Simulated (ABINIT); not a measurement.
# A GW chain in ABINIT: TiO2 (Rutile)

Wanted: ground state, empty states, screening and self-energy for TiO2 (Rutile).

Method: LDA and many-body steps on it, plane waves, in ABINIT 10.8.3.

**Experimental background.**

- Gap 3.28 eV: optical bandgap after anatase to rutile transformation; spectroscopic ellipsometry; film (polycrystalline sol-gel film on Si(100), annealed at high temperature below 800 °C) (“Photocatalytic Performance of Sol-Gel Prepared TiO2 Thin Films Annealed at Various Temperatures”, 2023, pmc:10419699).

- Gap 3.03 eV: experimental band gap, quoted; bulk crystal (quoted in “Polaron-induced phonon localization and stiffening in rutile TiO2”, 2016, arxiv:1612.05679).

- Gap 3.05 eV: band gap; bulk crystal (literature experimental value) (quoted in “Hydrogen related defects in titanium dioxide at the interface to palladium”, 2021, arxiv:2112.05953).

- Gap 3.09 ± 0.06 eV: optical gap from Tauc plot assuming indirect allowed transition; UV/vis diffuse reflectance, Kubelka-Munk and Tauc analysis; film (30 nm ALD shell on quartz particles, grown at 200 C, annealed in air at 500 C; rutile-rich with some anatase) on SiO2 (quartz particles) (“Defect-Mediated Crystallization of the Particulate TiO2 Photocatalyst Grown by Atomic Layer Deposition”, 2024, pmc:11726664).

## Step 1: The structure

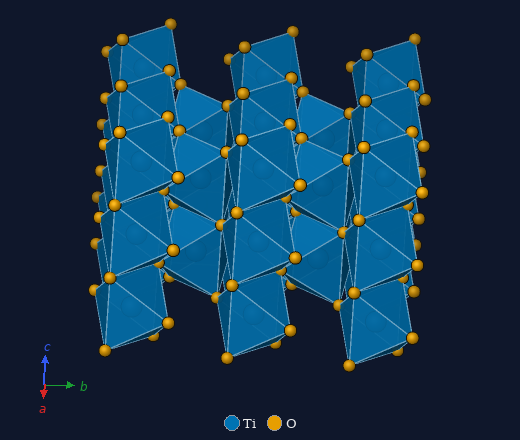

The cell as given, slightly off an axis (titanium blue, oxygen orange). 2×2×2 cells are drawn. Some periodic images of atoms are drawn too.

The cell and positions come from the Crystallography Open Database and are kept as given unless a step says otherwise.

## Step 2: Ground state

This step: ABINIT 10.8.3; DFT, LDA, plane waves, norm-conserving pseudopotentials.

The ground-state density comes first.

Contents of run.abi:

```
acell 3*1.0 Angstrom
rprim 
  4.592200000000 0.000000000000 0.000000000000
  0.000000000000 4.592200000000 0.000000000000
  0.000000000000 0.000000000000 2.957400000000
ntypat 2
znucl 22 8
natom 6
typat 1 1 2 2 2 2
xred 
  0.000000000000 0.000000000000 0.000000000000
  0.500000000000 0.500000000000 0.500000000000
  0.304960000000 0.304960000000 0.000000000000
  0.195040000000 0.804960000000 0.500000000000
  0.695040000000 0.695040000000 0.000000000000
  0.804960000000 0.195040000000 0.500000000000
pp_dirpath "pseudos"
pseudos "Ti.upf, O.upf"
ecut 38
ngkpt 4 4 8
nshiftk 1
shiftk 0 0 0
kptopt 1
chksymbreak 0
nband 31
occopt 1
tolvrs 1e-10
nstep 60
prtwf 0
indata_prefix "in"
outdata_prefix "out"
tmpdata_prefix "tmp"
```

Command:

```sh
> OMP_NUM_THREADS=1 mpirun -n 4 abinit run.abi > log
```

Numbers of over 12 decimals in the logs are rounded to 6 here.

What it wrote:

```text
.Version 10.8.3 of ABINIT. v10.8.2 released Aug 2026.

 Symmetries : space group P4_2/m n m (#136); Bravais tP (primitive tetrag.)
================================================================================
 Values of the parameters that define the memory need of the present run
     intxc =       0    ionmov =       0      iscf =       7    lmnmax =       6
     lnmax =       6     mgfft =      50  mpssoang =       3    mqgrid =    3001
     natom =       6  nloc_mem =       1    nspden =       1   nspinor =       1
    nsppol =       1      nsym =      16    n1xccc =    2501    ntypat =       2
    occopt =       1   xclevel =       1
-    mband =          31        mffmem =           1         mkmem =           8
       mpw =        4726          nfft =       80000          nkpt =          30
================================================================================
  Rough estimation (10% accuracy) of disk space for files :
================================================================================

--------------------------------------------------------------------------------
------------- Echo of variables that govern the present computation ------------
--------------------------------------------------------------------------------
 -outvars: echo values of preprocessed input variables --------
            acell      1.8897261259E+00  1.8897261259E+00  1.8897261259E+00 Bohr

      chksymbreak           0
             ecut      3.80000000E+01 Hartree
-          fftalg         312

              ixc       -1012
              kpt      0.00000000E+00  0.00000000E+00  0.00000000E+00
                       2.50000000E-01  0.00000000E+00  0.00000000E+00
                       5.00000000E-01  0.00000000E+00  0.00000000E+00
                       2.50000000E-01  2.50000000E-01  0.00000000E+00
                       5.00000000E-01  2.50000000E-01  0.00000000E+00
                       5.00000000E-01  5.00000000E-01  0.00000000E+00
                       0.00000000E+00  0.00000000E+00  1.25000000E-01
                       2.50000000E-01  0.00000000E+00  1.25000000E-01
                       5.00000000E-01  0.00000000E+00  1.25000000E-01
   [... 19 further rows ...]
                       5.00000000E-01  2.50000000E-01  5.00000000E-01
                       5.00000000E-01  5.00000000E-01  5.00000000E-01
         kptrlatt        4    0    0      0    4    0      0    0    8
          kptrlen      3.47120013E+01
P           mkmem           8
            natom           6
            nband          31
            ngfft          50      50      32
             nkpt          30
            nstep          60
             nsym          16
           ntypat           2
              occ      2.000000  2.000000  2.000000  2.000000  2.000000  2.000000
                       2.000000  2.000000  2.000000  2.000000  2.000000  2.000000
                       2.000000  2.000000  2.000000  2.000000  2.000000  2.000000
                       2.000000  2.000000  2.000000  2.000000  2.000000  2.000000
                       0.000000  0.000000  0.000000  0.000000  0.000000  0.000000
                       0.000000
            prtwf           0
            rprim      4.5922000000E+00  0.0000000000E+00  0.0000000000E+00
[...]
spgroup         136

           tolvrs      1.00000000E-10

             xred      0.0000000000E+00  0.0000000000E+00  0.0000000000E+00
[...]
znucl       22.00000    8.00000

================================================================================

 chkinp: Checking input parameters for consistency.

================================================================================
== DATASET  1 ==================================================================
-   mpi_nproc: 4, omp_nthreads: 1 (-1 if OMP is not activated)

--- !DatasetInfo
iteration_state: {dtset: 1, }
dimensions: {natom: 6, nkpt: 30, mband: 31, nsppol: 1, nspinor: 1, nspden: 1, mpw: 4726, }
cutoff_energies: {ecut:  38.0, pawecutdg:  -1.0, }
electrons: {nelect:   4.80000000E+01, charge:   0.00000000E+00, occopt:   1.00000000E+00, tsmear:   1.00000000E-02, }

 Real(R)+Recip(G) space primitive vectors, cartesian coordinates (Bohr,Bohr^-1):
 R(1)=  8.6780003  0.0000000  0.0000000  G(1)=  0.1152339  0.0000000  0.0000000
 R(2)=  0.0000000  8.6780003  0.0000000  G(2)=  0.0000000  0.1152339  0.0000000
 R(3)=  0.0000000  0.0000000  5.5886760  G(3)=  0.0000000  0.0000000  0.1789333
 Unit cell volume ucvol=  4.2087028E+02 bohr^3
 Angles (23,13,12)=  9.00000000E+01  9.00000000E+01  9.00000000E+01 degrees

 getcut: wavevector=  0.0000  0.0000  0.0000  ngfft=  50  50  32
         ecut(hartree)=     38.000   => boxcut(ratio)=   2.06340

--- Pseudopotential description ------------------------------------------------
- Ti Generated using ONCVPSP code by D. R. Hamann
- 22.00000  12.00000  180309                  znucl, zion, pspdat
12 -1012 2 -1 1568                            pspcod,pspxc,lmax,lloc,mmax
     nproj     2     2     2
  pspatm : epsatm=   14.84363209
         --- l  ekb(1:nproj) -->
[...]
pspatm: atomic psp has been read  and splines computed

- O Generated using ONCVPSP code by D. R. Hamann
-  8.00000   6.00000  201201                  znucl, zion, pspdat
[...]
ETOT 12  -185.09627033872    -6.014E-09 5.318E-04 1.089E-06
 ETOT 13  -185.09627033920    -4.815E-10 9.105E-04 2.115E-07
 ETOT 14  -185.09627033930    -9.470E-11 6.333E-04 2.887E-09
 ETOT 15  -185.09627033929     6.793E-12 5.851E-04 2.424E-10
 ETOT 16  -185.09627033929    -1.904E-12 6.810E-04 5.818E-11

 At SCF step   16       vres2   =  5.82E-11 < tolvrs=  1.00E-10 =>converged.

 Cartesian components of stress tensor (hartree/bohr^3)
  sigma(1 1)=  2.65196951E-04  sigma(3 2)=  0.00000000E+00
  sigma(2 2)=  2.65196951E-04  sigma(3 1)=  0.00000000E+00
  sigma(3 3)=  3.67620308E-04  sigma(2 1)=  0.00000000E+00

--- !ResultsGS
iteration_state: {dtset: 1, }
comment   : Summary of ground state results
lattice_vectors:
- [  8.6780003,   0.0000000,   0.0000000, ]
- [  0.0000000,   8.6780003,   0.0000000, ]
- [  0.0000000,   0.0000000,   5.5886760, ]
lattice_lengths: [   8.67800,    8.67800,    5.58868, ]
lattice_angles: [ 90.000,  90.000,  90.000, ] # degrees, (23, 13, 12)
lattice_volume:   4.2087028E+02
convergence: {deltae: -1.904E-12, res2:  5.818E-11, residm:  6.810E-04, diffor: null, }
etotal    :  -1.85096270E+02
entropy   :   0.00000000E+00
fermie    :   1.92991521E-01
cartesian_stress_tensor: # hartree/bohr^3
- [  2.65196951E-04,   0.00000000E+00,   0.00000000E+00, ]
- [  0.00000000E+00,   2.65196951E-04,   0.00000000E+00, ]
- [  0.00000000E+00,   0.00000000E+00,   3.67620308E-04, ]
pressure_GPa:  -8.8068E+00
xred      :
- [  0.0000E+00,   0.0000E+00,   0.0000E+00, Ti]
- [  5.0000E-01,   5.0000E-01,   5.0000E-01, Ti]
- [  3.0496E-01,   3.0496E-01,   0.0000E+00,  O]
- [  1.9504E-01,   8.0496E-01,   5.0000E-01,  O]
- [  6.9504E-01,   6.9504E-01,   0.0000E+00,  O]
- [  8.0496E-01,   1.9504E-01,   5.0000E-01,  O]
cartesian_forces: # hartree/bohr
- [ -3.61400724E-20,  -0.00000000E+00,  -0.00000000E+00, ]
- [ -3.61400724E-20,  -0.00000000E+00,  -0.00000000E+00, ]
- [  5.85342186E-04,   5.85342186E-04,  -0.00000000E+00, ]
- [ -5.85342186E-04,   5.85342186E-04,  -0.00000000E+00, ]
- [ -5.85342186E-04,  -5.85342186E-04,  -0.00000000E+00, ]
- [  5.85342186E-04,  -5.85342186E-04,  -0.00000000E+00, ]
force_length_stats: {min:   3.61400724E-20, max:   8.27798858E-04, mean:   5.51865905E-04, }

 Integrated electronic density in atomic spheres:
 ------------------------------------------------
 Atom  Sphere_radius  Integrated_density
[...]
================================================================================

 ----iterations are completed or convergence reached----

 Mean square residual over all n,k,spin=   15.652E-07; max=  68.100E-05
 reduced coordinates (array xred) for    6 atoms
[...]
0.500000000000      0.500000000000      0.500000000000
       0.304960000000      0.304960000000      0.000000000000
       0.195040000000      0.804960000000      0.500000000000
       0.695040000000      0.695040000000      0.000000000000
       0.804960000000      0.195040000000      0.500000000000
 rms dE/dt=  3.3864E-03; max dE/dt=  5.0796E-03; dE/dt below (all hartree)
    1       0.000000000000      0.000000000000      0.000000000000
    2       0.000000000000      0.000000000000      0.000000000000
    3      -0.005079599674     -0.005079599674      0.000000000000
    4       0.005079599674     -0.005079599674      0.000000000000
    5       0.005079599674      0.005079599674      0.000000000000
    6      -0.005079599674      0.005079599674      0.000000000000

 cartesian coordinates (angstrom) at end:
    1      0.000000     0.000000     0.000000
    2      2.296100     2.296100     1.478700
    3      1.400437     1.400437     0.000000
    4      0.895663     3.696537     1.478700
[...]
cartesian forces (hartree/bohr) at end:
[...]
frms,max,avg= 3.9022812E-04 5.8534219E-04   0.000E+00  0.000E+00  0.000E+00 h/b

 cartesian forces (eV/Angstrom) at end:
[...]
2     -0.000000    -0.000000    -0.000000
    3      0.030100     0.030100    -0.000000
    4     -0.030100     0.030100    -0.000000
    5     -0.030100    -0.030100    -0.000000
    6      0.030100    -0.030100    -0.000000
 frms,max,avg= 2.0066337E-02 3.0099505E-02   0.000E+00  0.000E+00  0.000E+00 e/A
 length scales=  1.889726125908  1.889726125908  1.889726125908 bohr
              =  1.000000000000  1.000000000000  1.000000000000 angstroms
 prteigrs : about to open file out_EIG
 Fermi (or HOMO) energy (hartree) =   0.19299   Average Vxc (hartree)=  -0.44434
 Eigenvalues (hartree) for nkpt=  30  k points:
 kpt#   1, nband= 31, wtk=  0.00781, kpt=  0.0000  0.0000  0.0000 (reduced coord)
  -1.87422   -1.87354   -1.01618   -1.01618   -1.00991   -1.00991   -1.00873   -1.00741
  -0.46454   -0.41946   -0.39074   -0.39074   -0.02203   -0.00592    0.00828    0.05131
   0.05131    0.09788    0.09788    0.11941    0.16686    0.17616    0.17616    0.19299
   0.26046    0.27087    0.28073    0.28421    0.28421    0.35810    0.36264
 prteigrs : prtvol=0 or 1, do not print more k-points.

--- !EnergyTerms
iteration_state     : {dtset: 1, }
comment             : Components of total free energy in Hartree
kinetic             :  8.98938655227943E+01
hartree             :  4.24338808458528E+01
xc                  : -3.36852396652810E+01
Ewald energy        : -1.32190796511257E+02
psp_core            :  6.24872149725221E+00
local_psp           : -1.48456484617139E+02
non_local_psp       : -9.34021741151340E+00
total_energy        : -1.85096270339292E+02
total_energy_eV     : -5.03672610489298E+03
band_energy         : -2.09357957083935E+01

 Cartesian components of stress tensor (hartree/bohr^3)
  sigma(1 1)=  2.65196951E-04  sigma(3 2)=  0.00000000E+00
  sigma(2 2)=  2.65196951E-04  sigma(3 1)=  0.00000000E+00
  sigma(3 3)=  3.67620308E-04  sigma(2 1)=  0.00000000E+00

-Cartesian components of stress tensor (GPa)         [Pressure= -8.8068E+00 GPa]
- sigma(1 1)=  7.80236367E+00  sigma(3 2)=  0.00000000E+00
- sigma(2 2)=  7.80236367E+00  sigma(3 1)=  0.00000000E+00
- sigma(3 3)=  1.08157629E+01  sigma(2 1)=  0.00000000E+00

== END DATASET(S) ==============================================================
================================================================================

 -outvars: echo values of variables after computation  --------
           etotal     -1.8509627034E+02
            nband          31
             nkpt          30
          spgroup         136
 [... the other variables as echoed above ...]

 Calculation completed.
```

It took 60 s on 4 MPI ranks of Arm Neoverse V2, shared host; peak memory 0.36 GiB; 4 min of CPU time.

This step gave:

- total energy: -5036.7261 eV
- gap: 1.836 eV
- k of the valence top: 0, 0, 0
- k of the conduction bottom: 0, 0, 0
- least direct gap: 1.836 eV
- pressure: -8.807 GPa

The gap is direct, at Γ.

The cutoff was set for levels, not for stress, so the pressure can be off by some GPa.

(Continued in part 2 of 3.)

[Paths, hosts, dates, memory and timing lines, banners, echoed tables and standing remarks are left out of the program output.]

[Logs are printed without paths, hosts, clocks, repeated set-up lines and the standing remarks that a program may print on its own settings, such as how far it seeks lower states.]

[Runs of the session that timed out or met a known fault of the program may be left out.]

[Hosts, paths, dates, database ids (printed as entryN), source tags and the programs' standing remarks are cut or masked in the printed files.]

[G0W0 gaps are taken among the corrected bands and points alone; a level outside them can change the order at an edge.]

[Where Ansatz stands beside ABINIT at settings called matched, ABINIT's density can come from a denser mesh and the files from another edition; pairs whose starting gaps differed by over 0.03 eV were left out, so agreement reads better than it is.]
